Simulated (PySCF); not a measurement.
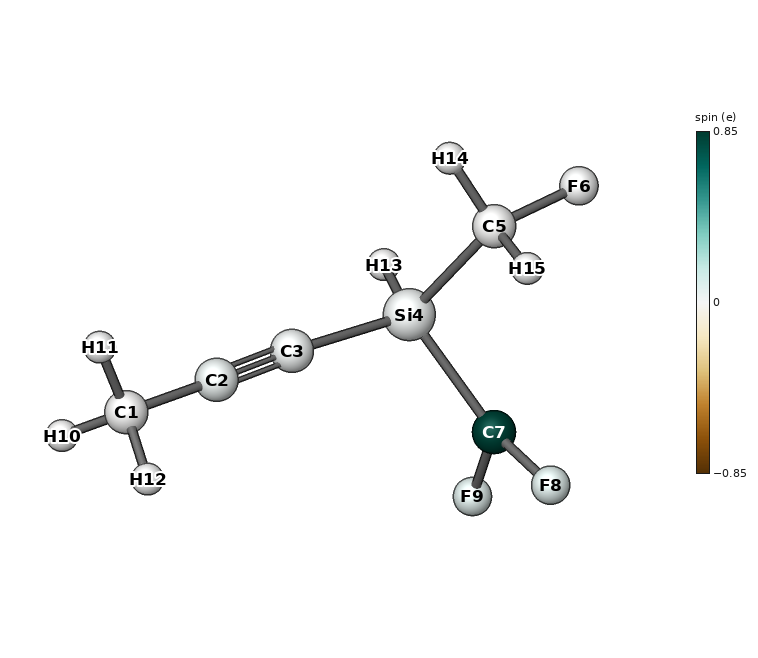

Atoms are coloured by their Mulliken spin populations. The species is neutral and a spin doublet. The computed structure is the end point of a GFN2-xTB optimisation. No frequency run is at hand to confirm it as a minimum. Properties computed with UKS B3LYP, pcH-1 on C F H Si, non-relativistic (PySCF 2.14.0).

Which atom carries the largest spin population?

C7 (0.82 e).

Which atom has the lowest spin population?

C1, C5, F6, H10, H11, H12, H13, H14, H15 (0.00 e).

List the Mulliken spin populations.

```tsv
atom	value (e)
C1	0.00
C2	0.03
C3	0.01
Si4	0.02
C5	0.00
F6	0.00
C7	0.82
F8	0.06
F9	0.06
H10	0.00
H11	0.00
H12	0.00
H13	0.00
H14	0.00
H15	0.00
```

Mulliken values depend strongly on the basis set. The geometry is semi-empirical. Around Si such bond lengths and angles can be off by a tenth of an ångström or more and by several degrees, and values that hang on the shape move with them.
